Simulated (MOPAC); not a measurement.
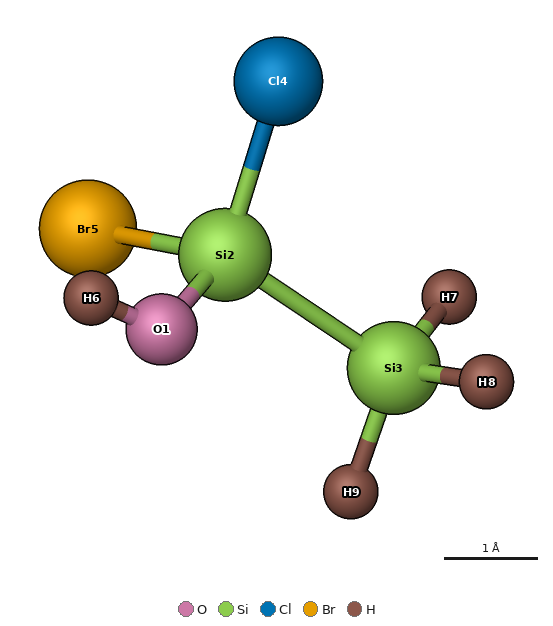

The starting structure (ball-and-stick view, seen at a tilt; atoms are numbered from 1 in the order of the input). Bond lengths as drawn: Br–Si 2.22 Å, Cl–Si 2.04 Å, H–O 0.94 Å, H–Si 1.47 to 1.49 Å, O–Si 1.63 Å and Si–Si 2.34 Å.

# Si2H4BrClO: geometry relaxation (part 1 of 2)

- system: Si2H4BrClO
- method: PM6, closed shell (MOPAC 23.2.5)

The atoms were displaced at random from an optimised geometry.

### Output
```
MOPAC v23.2.5
PM6 CALCULATION RESULTS

 *  PM6        - The PM6 Hamiltonian to be used
 *  EF         - USE EF ROUTINE FOR MINIMUM SEARCH
 *  THREADS=1  - MULTI-THREADING NOT USED
 *  CYCLES=    - DO A MAXIMUM OF 300 STEPS
 *  GNORM      - EXIT WHEN GRADIENT NORM DROPS BELOW 0.010
 *  AUX        - OUTPUT AUXILIARY INFORMATION
 *  GRADIENTS  - ALL GRADIENTS TO BE PRINTED
 *  DISP       - PRINT DISPERSION AND HYDROGEN BOND ENERGIES
 *  MULLIK     - THE MULLIKEN ANALYSIS TO BE PERFORMED
PM6 DISP MULLIK GNORM=0.01 GRADIENTS CYCLES=300 EF AUX(PRECISION=6) T=10M THREADS=1
 BrClH4OSi2, PM6

   ATOM   CHEMICAL          X               Y               Z
  NUMBER   SYMBOL      (ANGSTROMS)     (ANGSTROMS)     (ANGSTROMS)

     1       O         -1.88895600  *  -0.43633000  *   0.16870500  *
     2      Si         -0.50689800  *   0.35192600  *   0.53031300  *
     3      Si          1.22550600  *  -0.47518700  *  -0.80066700  *
     4      Cl         -0.05946400  *   0.15997100  *   2.51445100  *
     5      Br         -0.75654400  *   2.52420700  *   0.16013800  *
     6       H         -2.69252100  *  -0.21248700  *   0.59581900  *
     7       H          2.45592000  *   0.25059300  *  -0.43338300  *
     8       H          1.41248500  *  -1.91486500  *  -0.51731800  *
     9       H          0.89406100  *  -0.26492700  *  -2.23754300  *

          CARTESIAN COORDINATES

    NO.       ATOM           X           Y           Z

     1         O         -1.8890     -0.4363      0.1687
     2        Si         -0.5069      0.3519      0.5303
     3        Si          1.2255     -0.4752     -0.8007
     4        Cl         -0.0595      0.1600      2.5145
     5        Br         -0.7565      2.5242      0.1601
     6         H         -2.6925     -0.2125      0.5958
     7         H          2.4559      0.2506     -0.4334
     8         H          1.4125     -1.9149     -0.5173
     9         H          0.8941     -0.2649     -2.2375

           Empirical Formula: H4 O Si2 Cl Br  =     9 atoms

      MOLECULAR POINT GROUP   :   C1

      RHF CALCULATION, NO. OF DOUBLY OCCUPIED LEVELS = 16

          Geometry optimization using EF

          DIAGONAL MATRIX USED AS START HESSIAN
```

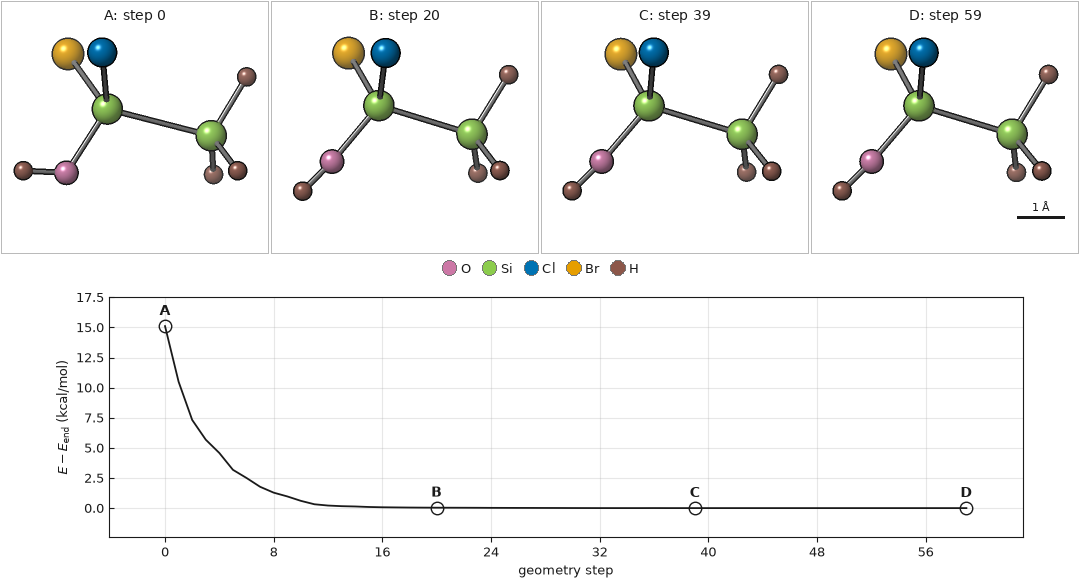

Frames of the relaxation (ball-and-stick view, seen at a tilt) above the curves, on which the letters mark them (steps are counted from 0).

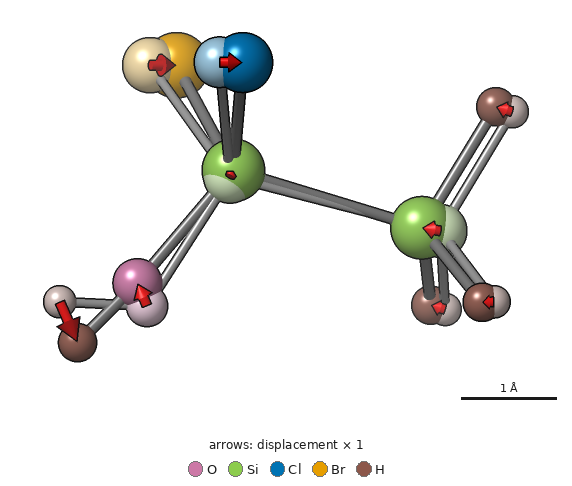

Start (faint) and end (solid) with the displacements as red arrows, at true length (ball-and-stick view, seen at a tilt). The two geometries are laid on each other by the best rigid fit. After 59 geometry steps the energy has fallen by 15.1 kcal/mol. Largest force component: 2.3 eV/Å at the start, under 0.0001 eV/Å at the end. H6 moves most after the best rigid fit: 0.47 Å. By element the largest moves are H 0.47 Å, Br 0.31 Å, O 0.26 Å, Cl 0.25 Å, Si 0.20 Å. Among the contacts that change: Si2–Si3 2.336 → 2.112 Å, O1–Si2 1.632 → 1.582 Å, O1–H6 0.937 → 0.906 Å, Si3–H7 1.475 → 1.505 Å. Among the angles that change: Si2–O1–H6 120.7° → 175.0°, Cl4–Si2–Br5 106.2° → 114.6°, Si3–Si2–Cl4 111.0° → 105.5°. (Atoms are counted from 1 in the order of the input.)

```
 CYCLE:     1 TIME:   0.004 TIME LEFT: 10.00M  GRAD.:    80.330 HEAT: -128.5804
 CYCLE:     2 TIME:   0.004 TIME LEFT: 10.00M  GRAD.:    61.119 HEAT: -133.1959
 CYCLE:     3 TIME:   0.004 TIME LEFT: 10.00M  GRAD.:    47.102 HEAT: -136.3671
 CYCLE:     4 TIME:   0.004 TIME LEFT: 10.00M  GRAD.:    28.268 HEAT: -138.0076
 CYCLE:     5 TIME:   0.004 TIME LEFT: 10.00M  GRAD.:    46.308 HEAT: -139.1130
 CYCLE:     6 TIME:   0.004 TIME LEFT: 10.00M  GRAD.:    23.320 HEAT: -140.5079
 CYCLE:     7 TIME:   0.004 TIME LEFT: 10.00M  GRAD.:    15.979 HEAT: -141.1845
 CYCLE:     8 TIME:   0.004 TIME LEFT: 10.00M  GRAD.:    17.877 HEAT: -141.9170
 CYCLE:     9 TIME:   0.004 TIME LEFT: 10.00M  GRAD.:    18.787 HEAT: -142.4035
 CYCLE:    10 TIME:   0.004 TIME LEFT: 10.00M  GRAD.:    11.739 HEAT: -142.7154
 CYCLE:    11 TIME:   0.004 TIME LEFT: 10.00M  GRAD.:    11.409 HEAT: -143.0832
 CYCLE:    12 TIME:   0.000 TIME LEFT: 10.00M  GRAD.:    10.015 HEAT: -143.3676
 CYCLE:    13 TIME:   0.004 TIME LEFT: 10.00M  GRAD.:     5.973 HEAT: -143.4729
 CYCLE:    14 TIME:   0.004 TIME LEFT: 10.00M  GRAD.:     3.873 HEAT: -143.5249
 CYCLE:    15 TIME:   0.004 TIME LEFT: 10.00M  GRAD.:     3.735 HEAT: -143.5499
 CYCLE:    16 TIME:   0.004 TIME LEFT: 10.00M  GRAD.:     3.616 HEAT: -143.5925
 CYCLE:    17 TIME:   0.004 TIME LEFT: 10.00M  GRAD.:     2.706 HEAT: -143.6168
 CYCLE:    18 TIME:   0.004 TIME LEFT: 10.00M  GRAD.:     1.861 HEAT: -143.6287
 CYCLE:    19 TIME:   0.004 TIME LEFT: 10.00M  GRAD.:     1.634 HEAT: -143.6396
 CYCLE:    20 TIME:   0.000 TIME LEFT: 10.00M  GRAD.:     1.531 HEAT: -143.6464
 CYCLE:    21 TIME:   0.004 TIME LEFT: 10.00M  GRAD.:     1.143 HEAT: -143.6514
 CYCLE:    22 TIME:   0.004 TIME LEFT: 10.00M  GRAD.:     0.927 HEAT: -143.6536
 CYCLE:    23 TIME:   0.004 TIME LEFT: 10.00M  GRAD.:     1.027 HEAT: -143.6564
 CYCLE:    24 TIME:   0.004 TIME LEFT: 10.00M  GRAD.:     1.247 HEAT: -143.6597
 CYCLE:    25 TIME:   0.004 TIME LEFT: 10.00M  GRAD.:     1.373 HEAT: -143.6653
 CYCLE:    26 TIME:   0.004 TIME LEFT: 10.00M  GRAD.:     1.003 HEAT: -143.6679
 CYCLE:    27 TIME:   0.004 TIME LEFT: 10.00M  GRAD.:     1.016 HEAT: -143.6707
 CYCLE:    28 TIME:   0.000 TIME LEFT: 10.00M  GRAD.:     0.757 HEAT: -143.6718
 CYCLE:    29 TIME:   0.004 TIME LEFT: 10.00M  GRAD.:     0.846 HEAT: -143.6749
 CYCLE:    30 TIME:   0.004 TIME LEFT: 10.00M  GRAD.:     0.897 HEAT: -143.6767
 CYCLE:    31 TIME:   0.004 TIME LEFT: 10.00M  GRAD.:     1.018 HEAT: -143.6807
 CYCLE:    32 TIME:   0.004 TIME LEFT: 10.00M  GRAD.:     0.711 HEAT: -143.6822
 CYCLE:    33 TIME:   0.004 TIME LEFT: 10.00M  GRAD.:     0.302 HEAT: -143.6841
 CYCLE:    34 TIME:   0.004 TIME LEFT: 10.00M  GRAD.:     0.241 HEAT: -143.6847
 CYCLE:    35 TIME:   0.004 TIME LEFT: 10.00M  GRAD.:     0.184 HEAT: -143.6849
 CYCLE:    36 TIME:   0.004 TIME LEFT: 10.00M  GRAD.:     0.163 HEAT: -143.6850
 CYCLE:    37 TIME:   0.004 TIME LEFT: 10.00M  GRAD.:     0.775 HEAT: -143.6826
 CYCLE:    38 TIME:   0.004 TIME LEFT: 10.00M  GRAD.:     0.077 HEAT: -143.6852
 CYCLE:    39 TIME:   0.000 TIME LEFT: 10.00M  GRAD.:     0.064 HEAT: -143.6852
 CYCLE:    40 TIME:   0.004 TIME LEFT: 10.00M  GRAD.:     0.068 HEAT: -143.6852
 CYCLE:    41 TIME:   0.004 TIME LEFT: 10.00M  GRAD.:     0.072 HEAT: -143.6852
 CYCLE:    42 TIME:   0.004 TIME LEFT: 10.00M  GRAD.:     0.088 HEAT: -143.6852
 CYCLE:    43 TIME:   0.004 TIME LEFT: 10.00M  GRAD.:     0.099 HEAT: -143.6853
 CYCLE:    44 TIME:   0.004 TIME LEFT: 10.00M  GRAD.:     0.187 HEAT: -143.6854
 CYCLE:    45 TIME:   0.004 TIME LEFT: 10.00M  GRAD.:     0.126 HEAT: -143.6854
 CYCLE:    46 TIME:   0.000 TIME LEFT: 10.00M  GRAD.:     0.067 HEAT: -143.6855
 CYCLE:    47 TIME:   0.004 TIME LEFT: 10.00M  GRAD.:     0.066 HEAT: -143.6855
 CYCLE:    48 TIME:   0.004 TIME LEFT: 10.00M  GRAD.:     0.068 HEAT: -143.6855
 CYCLE:    49 TIME:   0.004 TIME LEFT: 10.00M  GRAD.:     0.060 HEAT: -143.6855
 CYCLE:    50 TIME:   0.004 TIME LEFT: 10.00M  GRAD.:     0.036 HEAT: -143.6856
 CYCLE:    51 TIME:   0.004 TIME LEFT: 10.00M  GRAD.:     0.030 HEAT: -143.6856
 CYCLE:    52 TIME:   0.000 TIME LEFT: 10.00M  GRAD.:     0.026 HEAT: -143.6856
 CYCLE:    53 TIME:   0.004 TIME LEFT: 10.00M  GRAD.:     0.025 HEAT: -143.6856
 CYCLE:    54 TIME:   0.004 TIME LEFT: 10.00M  GRAD.:     0.031 HEAT: -143.6856
 CYCLE:    55 TIME:   0.004 TIME LEFT: 10.00M  GRAD.:     0.053 HEAT: -143.6856
 CYCLE:    56 TIME:   0.004 TIME LEFT: 10.00M  GRAD.:     0.064 HEAT: -143.6856
 CYCLE:    57 TIME:   0.004 TIME LEFT: 10.00M  GRAD.:     0.061 HEAT: -143.6856
 CYCLE:    58 TIME:   0.004 TIME LEFT: 10.00M  GRAD.:     0.037 HEAT: -143.6856
 CYCLE:    59 TIME:   0.004 TIME LEFT: 10.00M  GRAD.:     0.011 HEAT: -143.6856
 CYCLE:    60 TIME:   0.000 TIME LEFT: 10.00M  GRAD.:     0.003 HEAT: -143.6856

     GRADIENT =  0.00321 IS LESS THAN CUTOFF =  0.01000

 -------------------------------------------------------------------------------
 PM6 DISP MULLIK GNORM=0.01 GRADIENTS CYCLES=300 EF AUX(PRECISION=6) T=10M THREADS=1
 BrClH4OSi2, PM6

     GEOMETRY OPTIMISED USING EIGENVECTOR FOLLOWING (EF).
     SCF FIELD WAS ACHIEVED

                              PM6 CALCULATION

          FINAL HEAT OF FORMATION =       -143.68565 KCAL/MOL =    -601.18074 KJ/MOL

          TOTAL ENERGY            =     -22564.97593 KCAL/MOL = ELECTRONIC ENERGY + CORE-CORE REPULSION
          ENERGY OF ATOMS         =      22421.29028 KCAL/MOL
                              SUM =       -143.68565 KCAL/MOL
          DISPERSION ENERGY       =          0.00000 KCAL/MOL
                              SUM =       -143.68565 KCAL/MOL = FINAL HEAT OF FORMATION

          TOTAL ENERGY            =       -978.50997 EV
          ELECTRONIC ENERGY       =      -2819.86763 EV
          CORE-CORE REPULSION     =       1841.35767 EV
          COSMO AREA              =        155.92 SQUARE ANGSTROMS
          COSMO VOLUME            =        156.15 CUBIC ANGSTROMS

          GRADIENT NORM           =          0.00321          =       0.00107 PER ATOM
          IONIZATION POTENTIAL    =          9.072544 EV
          HOMO LUMO ENERGIES (EV) =         -9.073 -0.835
          NO. OF FILLED LEVELS    =         16
          MOLECULAR WEIGHT        =        191.5590         POINT GROUP:  C1

          MOLECULAR DIMENSIONS (Angstroms)

            Atom       Atom       Distance
            H     7    H     6     5.15831
            H     8   Br     5     4.67103
           Cl     4    H     9     4.46715

          SCF CALCULATIONS        =         61

          WALL-CLOCK TIME         =      0.219 SECONDS
          COMPUTATION TIME        =      0.212 SECONDS

       FINAL  POINT  AND  DERIVATIVES

   PARAMETER     ATOM    TYPE            VALUE        GRADIENT
      1          1  O    CARTESIAN X    -1.911183     -0.000357  KCAL/ANGSTROM
      2          1  O    CARTESIAN Y    -0.341662      0.001047  KCAL/ANGSTROM
      3          1  O    CARTESIAN Z     0.305289      0.000554  KCAL/ANGSTROM
      4          2 Si    CARTESIAN X    -0.520425     -0.000066  KCAL/ANGSTROM
      5          2 Si    CARTESIAN Y     0.374250     -0.000492  KCAL/ANGSTROM
      6          2 Si    CARTESIAN Z     0.545140     -0.001067  KCAL/ANGSTROM
      7          3 Si    CARTESIAN X     1.058464      0.000859  KCAL/ANGSTROM
      8          3 Si    CARTESIAN Y    -0.346757      0.000898  KCAL/ANGSTROM
      9          3 Si    CARTESIAN Z    -0.658276      0.000218  KCAL/ANGSTROM
     10          4 Cl    CARTESIAN X     0.048355     -0.000918  KCAL/ANGSTROM
     11          4 Cl    CARTESIAN Y     0.002180     -0.000598  KCAL/ANGSTROM
     12          4 Cl    CARTESIAN Z     2.476981     -0.000764  KCAL/ANGSTROM
     13          5 Br    CARTESIAN X    -0.668788     -0.000610  KCAL/ANGSTROM
     14          5 Br    CARTESIAN Y     2.501859     -0.000073  KCAL/ANGSTROM
     15          5 Br    CARTESIAN Z     0.032281      0.000692  KCAL/ANGSTROM
     16          6  H    CARTESIAN X    -2.733464      0.000386  KCAL/ANGSTROM
     17          6  H    CARTESIAN Y    -0.714025     -0.000487  KCAL/ANGSTROM
     18          6  H    CARTESIAN Z     0.231521     -0.000517  KCAL/ANGSTROM
     19          7  H    CARTESIAN X     2.270834      0.000499  KCAL/ANGSTROM
     20          7  H    CARTESIAN Y     0.442823      0.000371  KCAL/ANGSTROM
     21          7  H    CARTESIAN Z    -0.244768     -0.000164  KCAL/ANGSTROM
     22          8  H    CARTESIAN X     1.353729      0.000149  KCAL/ANGSTROM
     23          8  H    CARTESIAN Y    -1.805989      0.000400  KCAL/ANGSTROM
     24          8  H    CARTESIAN Z    -0.475701      0.000861  KCAL/ANGSTROM
     25          9  H    CARTESIAN X     0.799765      0.000059  KCAL/ANGSTROM
     26          9  H    CARTESIAN Y    -0.102651     -0.001067  KCAL/ANGSTROM
     27          9  H    CARTESIAN Z    -2.116935      0.000187  KCAL/ANGSTROM

   ATOM   CHEMICAL          X               Y               Z
  NUMBER   SYMBOL      (ANGSTROMS)     (ANGSTROMS)     (ANGSTROMS)

     1       O         -1.91118328  *  -0.34166226  *   0.30528860  *
     2      Si         -0.52042515  *   0.37425022  *   0.54514020  *
     3      Si          1.05846442  *  -0.34675696  *  -0.65827551  *
     4      Cl          0.04835498  *   0.00218041  *   2.47698066  *
     5      Br         -0.66878823  *   2.50185896  *   0.03228134  *
     6       H         -2.73346360  *  -0.71402483  *   0.23152126  *
     7       H          2.27083388  *   0.44282266  *  -0.24476765  *
     8       H          1.35372860  *  -1.80598934  *  -0.47570097  *
     9       H          0.79976488  *  -0.10265113  *  -2.11693524  *

                             CARTESIAN COORDINATES

   1    O       -1.911183281    -0.341662264     0.305288604
   2   Si       -0.520425145     0.374250224     0.545140199
   3   Si        1.058464416    -0.346756959    -0.658275506
   4   Cl        0.048354984     0.002180414     2.476980656
   5   Br       -0.668788230     2.501858957     0.032281344
   6    H       -2.733463596    -0.714024833     0.231521260
   7    H        2.270833882     0.442822656    -0.244767654
   8    H        1.353728598    -1.805989337    -0.475700968
   9    H        0.799764878    -0.102651133    -2.116935242

           Empirical Formula: H4 O Si2 Cl Br  =     9 atoms

      MOLECULAR POINT GROUP   :   C1
```
